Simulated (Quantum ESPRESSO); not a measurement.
# MgS (Niningerite): modes at Γ and the response to a field

Which modes does MgS (Niningerite) have at the zone centre?

Main program and level: Quantum ESPRESSO 7.5; DFT LDA, scalar-relativistic, plane waves, PseudoDojo norm-conserving pseudopotentials.

### Step 1. The structure

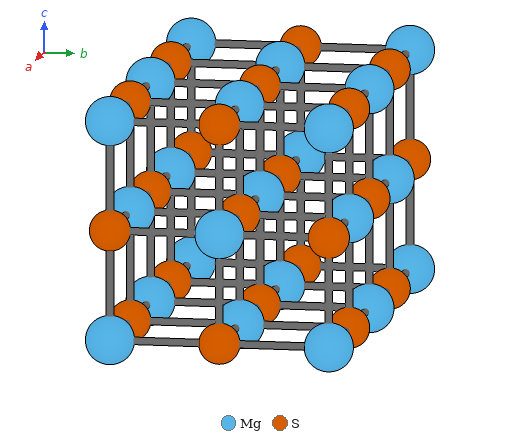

The starting structure, seen slightly off an axis (magnesium blue, sulfur orange). 2×1×1 cells are drawn. This picture shows the conventional cell, with its axes. Some periodic images of atoms are drawn too.

Structure file:

```
CELL_PARAMETERS angstrom
-2.60165 0.00000 2.60165
0.00000 2.60165 2.60165
-2.60165 2.60165 0.00000
ATOMIC_POSITIONS crystal
Mg 0.00000 0.00000 0.00000
S 0.50000 0.50000 0.50000
```

### Step 2. A first look

A cheap run with smearing and empty bands tells whether the crystal has a gap, which decides between fixed occupations and smearing later on.

probe.in

```
&CONTROL
  calculation = 'scf'
  prefix      = 'x'
  outdir      = './tmp'
  pseudo_dir  = './pseudo'
  tprnfor     = .true.
  tstress     = .true.
  verbosity   = 'high'
/
&SYSTEM
  ibrav       = 2
  celldm(1)   = 9.83281194
  nat         = 2
  ntyp        = 2
  ecutwfc     = 92.0
  occupations = 'smearing'
  smearing    = 'gaussian'
  degauss     = 0.01
/
&ELECTRONS
  conv_thr         = 1.0d-07
  mixing_beta      = 0.7
  electron_maxstep = 100
/
ATOMIC_SPECIES
 Mg     24.3050  Mg.upf
 S      32.0600  S.upf
ATOMIC_POSITIONS crystal
 Mg     0.000000000   0.000000000   0.000000000
 S      0.500000000   0.500000000   0.500000000
K_POINTS automatic
 6 6 6 0 0 0
```

Launch:

```console
$ OMP_NUM_THREADS=1 mpirun -n 4 pw.x -nk 4 -in probe.in > probe.out
```

What it wrote:

```text
[banners, grids, parts of the stress and lines that vanish by symmetry left out]
Program PWSCF v.7.5
     bravais-lattice index     =            2
     lattice parameter (alat)  =       9.8328  a.u.
[...]
kinetic-energy cutoff     =      92.0000  Ry
     charge density cutoff     =     368.0000  Ry
     scf convergence threshold =      1.0E-07
[...]
Exchange-correlation= SLA  PW   NOGX NOGC
                           (   1   4   0   0   0   0   0)
[...]
48 Sym. Ops., with inversion, found
[...]
(     0          1          0      )
                  (     0          0          1      )
[...]
(  0.0000000  1.0000000  0.0000000 )
                  (  0.0000000  0.0000000  1.0000000 )
[...]
(     1          0         -1      )
                  (     0          0         -1      )
[...]
(  0.0000000 -1.0000000  0.0000000 )
[...]
(     0          1         -1      )
                  (     0          1          0      )
[...]
( -1.0000000  0.0000000  0.0000000 )
                  (  0.0000000  1.0000000  0.0000000 )
[...]
number of k points=    16  Gaussian smearing, width (Ry)=  0.0100
[...]
End of self-consistent calculation
[...]
the Fermi energy is     7.9958 ev
!    total energy              =    -140.89757719 Ry
[...]
convergence has been achieved in   6 iterations
[...]
atom    1 type  1   force =     0.00000000    0.00000000    0.00000000
     atom    2 type  2   force =     0.00000000    0.00000000   -0.00000000
[...]
Total force =     0.000000     Total SCF correction =     0.000000
[...]
total   stress  (Ry/bohr**3)                   (kbar)     P=      -31.38
[...]
XML data file, charge density, pseudopotentials, collected wavefunctions

   JOB DONE.
```

Wall time 8 s (4 MPI ranks of Arm Neoverse N1, shared host).

Numbers from this step:

```
volume per atom   : 17.61 Å³
pressure          : -3.138 GPa
gap on the k-mesh : 2.559 eV
```

A gap of 2.6 eV opens on this mesh, so the crystal is taken as an insulator; the start stands at -3.1 GPa.

### Step 3. Relaxing the cell and atoms

The relaxation runs at a cutoff a fifth above that of the response, since stress converges more slowly with the basis than frequencies do. Forces and stress are brought to rest with tight thresholds.

relax.in

```
&CONTROL
  calculation   = 'vc-relax'
  prefix        = 'x'
  outdir        = './tmp'
  pseudo_dir    = './pseudo'
  tprnfor       = .true.
  tstress       = .true.
  forc_conv_thr = 2.0d-05
  etot_conv_thr = 1.0d-07
  nstep         = 40
/
&SYSTEM
  ibrav       = 2
  celldm(1)   = 9.83281194
  nat         = 2
  ntyp        = 2
  ecutwfc     = 110
  occupations = 'fixed'
  nbnd        = 10
/
&ELECTRONS
  conv_thr         = 1.0d-11
  mixing_beta      = 0.7
  electron_maxstep = 100
/
&IONS
/
&CELL
  press_conv_thr = 0.2
/
ATOMIC_SPECIES
 Mg     24.3050  Mg.upf
 S      32.0600  S.upf
ATOMIC_POSITIONS crystal
 Mg     0.000000000   0.000000000   0.000000000
 S      0.500000000   0.500000000   0.500000000
K_POINTS automatic
 8 8 8 0 0 0
```

Launch:

```console
$ OMP_NUM_THREADS=1 mpirun -n 4 pw.x -nk 4 -in relax.in > relax.out
```

What it wrote:

```text
[banners, grids, parts of the stress and lines that vanish by symmetry left out]
[banner, memory and clock lines left out]
Program PWSCF v.7.5

[...]
kinetic-energy cutoff     =     110.0000  Ry
     charge density cutoff     =     440.0000  Ry
     scf convergence threshold =      1.0E-11
[...]
energy convergence thresh.=      1.0E-07
     force convergence thresh. =      2.0E-05
     press convergence thresh. =      2.0E-01
     Exchange-correlation= SLA  PW   NOGX NOGC
                           (   1   4   0   0   0   0   0)
[...]
48 Sym. Ops., with inversion, found
[...]
number of k points=    29
[...]
End of self-consistent calculation
[...]
highest occupied, lowest unoccupied level (ev):     6.1685    8.7304
!    total energy              =    -140.89782270 Ry
[...]
convergence has been achieved in  10 iterations
[...]
atom    1 type  1   force =     0.00000000    0.00000000    0.00000000
     atom    2 type  2   force =     0.00000000    0.00000000    0.00000000
     Total force =     0.000000     Total SCF correction =     0.000000
[...]
total   stress  (Ry/bohr**3)                   (kbar)     P=      -31.67
[...]
number of bfgs steps    =   0
[...]
CELL_PARAMETERS (alat=  9.83281194)
[...]
ATOMIC_POSITIONS (crystal)
Mg               0.0000000000        0.0000000000        0.0000000000
S                0.5000000000        0.5000000000        0.5000000000
[...]
New effective cutoffs (rho, wfc):  444.12  111.19
[...]
End of self-consistent calculation
[...]
highest occupied, lowest unoccupied level (ev):     6.3567    8.9524
!    total energy              =    -140.89849471 Ry
[...]
convergence has been achieved in   6 iterations
[...]
atom    1 type  1   force =     0.00000000    0.00000000    0.00000000
     atom    2 type  2   force =    -0.00000000   -0.00000000   -0.00000000
     Total force =     0.000000     Total SCF correction =     0.000000
[...]
total   stress  (Ry/bohr**3)                   (kbar)     P=      -19.98
[...]
number of bfgs steps    =   1
[...]
CELL_PARAMETERS (alat=  9.83281194)
[...]
ATOMIC_POSITIONS (crystal)
Mg              -0.0000000000        0.0000000000        0.0000000000
S                0.5000000000        0.5000000000        0.5000000000
[...]
New effective cutoffs (rho, wfc):  451.42  113.01
[...]
End of self-consistent calculation
[...]
highest occupied, lowest unoccupied level (ev):     6.6474    9.2934
!    total energy              =    -140.89890013 Ry
[...]
convergence has been achieved in   8 iterations
[...]
atom    1 type  1   force =     0.00000000    0.00000000    0.00000000
     atom    2 type  2   force =     0.00000000    0.00000000   -0.00000000
     Total force =     0.000000     Total SCF correction =     0.000000
[...]
total   stress  (Ry/bohr**3)                   (kbar)     P=       -0.74
[...]
number of bfgs steps    =   2
[...]
CELL_PARAMETERS (alat=  9.83281194)
[...]
ATOMIC_POSITIONS (crystal)
[...]
New effective cutoffs (rho, wfc):  451.70  113.08
[...]
End of self-consistent calculation
[...]
highest occupied, lowest unoccupied level (ev):     6.6586    9.3065
!    total energy              =    -140.89890064 Ry
[...]
convergence has been achieved in   6 iterations
[...]
atom    1 type  1   force =    -0.00000000   -0.00000000   -0.00000000
     atom    2 type  2   force =     0.00000000    0.00000000    0.00000000
     Total force =     0.000000     Total SCF correction =     0.000000
[...]
total   stress  (Ry/bohr**3)                   (kbar)     P=        0.03
[...]
number of bfgs steps    =   3
[...]
small trust_radius: resetting bfgs history
[...]
CELL_PARAMETERS (alat=  9.83281194)
[...]
ATOMIC_POSITIONS (crystal)
[...]
New effective cutoffs (rho, wfc):  451.70  113.08
[...]
End of self-consistent calculation
[...]
highest occupied, lowest unoccupied level (ev):     6.6584    9.3063
!    total energy              =    -140.89890064 Ry
[...]
convergence has been achieved in   3 iterations
[...]
atom    1 type  1   force =    -0.00000000   -0.00000000    0.00000000
     atom    2 type  2   force =    -0.00000000   -0.00000000    0.00000000
     Total force =     0.000000     Total SCF correction =     0.000000
[...]
total   stress  (Ry/bohr**3)                   (kbar)     P=        0.02
[...]
bfgs converged in   5 scf cycles and   4 bfgs steps
[...]
End of BFGS Geometry Optimization
     Final enthalpy           =    -140.8989006431 Ry
     File ./tmp/x.bfgs deleted, as requested
[...]
CELL_PARAMETERS (alat=  9.83281194)
[...]
ATOMIC_POSITIONS (crystal)
Mg              -0.0000000000       -0.0000000000        0.0000000000
S                0.5000000000        0.5000000000        0.5000000000
[...]
Final scf calculation at the relaxed structure.
[...]
kinetic-energy cutoff     =     110.0000  Ry
     charge density cutoff     =     440.0000  Ry
     scf convergence threshold =      1.0E-13
[...]
press convergence thresh. =      2.0E-01
     Exchange-correlation= SLA  PW   NOGX NOGC
                           (   1   4   0   0   0   0   0)
[...]
48 Sym. Ops., with inversion, found
[...]
number of k points=    29
[...]
c_bands:  1 eigenvalues not converged
     c_bands:  1 eigenvalues not converged
     c_bands:  1 eigenvalues not converged
[...]
End of self-consistent calculation
[...]
highest occupied, lowest unoccupied level (ev):     6.6585    9.3063
!    total energy              =    -140.89889877 Ry
[...]
convergence has been achieved in  12 iterations
[...]
atom    1 type  1   force =    -0.00000000   -0.00000000    0.00000000
     atom    2 type  2   force =     0.00000000    0.00000000    0.00000000
     Total force =     0.000000     Total SCF correction =     0.000000
[...]
total   stress  (Ry/bohr**3)                   (kbar)     P=        0.03
[...]
XML data file, charge density, pseudopotentials, collected wavefunctions
```

Run time: 71 s. Hardware: 4 MPI ranks; 4.4 min of CPU time.

Relaxation path:

```
step  energy less that of the first step (eV)  largest force (eV/Å)  pressure (GPa)  volume (Å³)
   1                                   0.0000                0.0000           -3.17        35.22
   2                                  -0.0091                0.0000           -2.00        34.65
   3                                  -0.0147                0.0000           -0.07        33.82
   4                                  -0.0147                0.0000            0.00        33.79
   5                                  -0.0147                0.0000            0.00        33.79
   6                                  -0.0146                0.0000            0.00        33.79
```

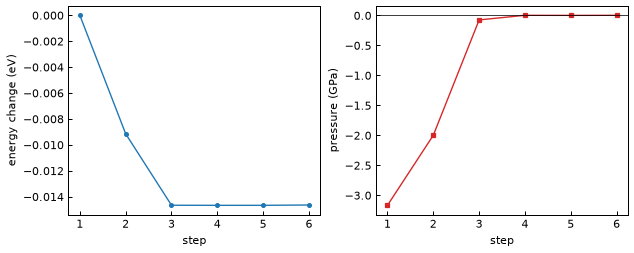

Energy and pressure along the relaxation.

```
conventional cell, symmetrised  before  after  change
                         a (Å)   5.203  5.132  -1.4 %
                         b (Å)   5.203  5.132  -1.4 %
                         c (Å)   5.203  5.132  -1.4 %
              volume (Å³/atom)   17.61  16.89  -4.1 %
```

Final coordinates:

```
CELL_PARAMETERS angstrom
-2.56586 0.00000 2.56586
0.00000 2.56586 2.56586
-2.56586 2.56586 0.00000
ATOMIC_POSITIONS crystal
Mg 0.00000 0.00000 0.00000
S 0.50000 0.50000 0.50000
```

The last row of the table of steps is pw.x's closing run on a basis chosen anew for the final cell, so its energy can jump.

Read from the output:

```
volume per atom   : 16.89 Å³
pressure          : 0.003000 GPa
gap on the k-mesh : 2.648 eV
```

The volume changes by -4.1 % from the cell with which this run began.

### Step 4. Ground state

The response is built on this ground state, so it is converged far tighter than an energy would need. With a gap, occupations are fixed, which also allows the response to an electric field.

scf.in

```
&CONTROL
  calculation = 'scf'
  prefix      = 'x'
  outdir      = './tmp'
  pseudo_dir  = './pseudo'
  tprnfor     = .true.
  tstress     = .true.
/
&SYSTEM
  ibrav       = 2
  celldm(1)   = 9.69756
  nat         = 2
  ntyp        = 2
  ecutwfc     = 92.0
  occupations = 'fixed'
  nbnd        = 10
/
&ELECTRONS
  conv_thr         = 1.0d-12
  mixing_beta      = 0.7
  electron_maxstep = 100
/
ATOMIC_SPECIES
 Mg     24.3050  Mg.upf
 S      32.0600  S.upf
ATOMIC_POSITIONS crystal
 Mg     0.000000000   0.000000000   0.000000000
 S      0.500000000   0.500000000   0.500000000
K_POINTS automatic
 8 8 8 0 0 0
```

Launch:

```console
$ OMP_NUM_THREADS=1 mpirun -n 4 pw.x -nk 4 -in scf.in > scf.out
```

What it wrote:

```text
[banners, grids, parts of the stress and lines that vanish by symmetry left out]
[banner, memory and clock lines left out]
Program PWSCF v.7.5

[...]
kinetic-energy cutoff     =      92.0000  Ry
     charge density cutoff     =     368.0000  Ry
     scf convergence threshold =      1.0E-12
[...]
Exchange-correlation= SLA  PW   NOGX NOGC
                           (   1   4   0   0   0   0   0)
[...]
48 Sym. Ops., with inversion, found
[...]
number of k points=    29
[...]
End of self-consistent calculation
[...]
highest occupied, lowest unoccupied level (ev):     6.6585    9.3064
!    total energy              =    -140.89887738 Ry
[...]
convergence has been achieved in  11 iterations
[...]
atom    1 type  1   force =    -0.00000000   -0.00000000    0.00000000
     atom    2 type  2   force =     0.00000000   -0.00000000    0.00000000
     Total force =     0.000000     Total SCF correction =     0.000000
[...]
total   stress  (Ry/bohr**3)                   (kbar)     P=       -0.03
[...]
XML data file, charge density, pseudopotentials, collected wavefunctions
```

Run time: 17 s. Hardware: 4 MPI ranks; 63 s of CPU time.

Read from the output:

```
pressure : -0.003000 GPa
```

The cell stands at -0.0030 GPa, close enough for phonons.

[end of part 1 of 4]

[Host names and launcher messages were left out of these logs when they were recorded.]

[Logs are printed without paths, hosts, clocks, repeated set-up lines and the standing remarks that a program may print on its own settings, such as how far it seeks lower states.]

[Hosts, paths, dates, database ids (printed as entryN), source tags and the programs' standing remarks are cut or masked in the printed files.]
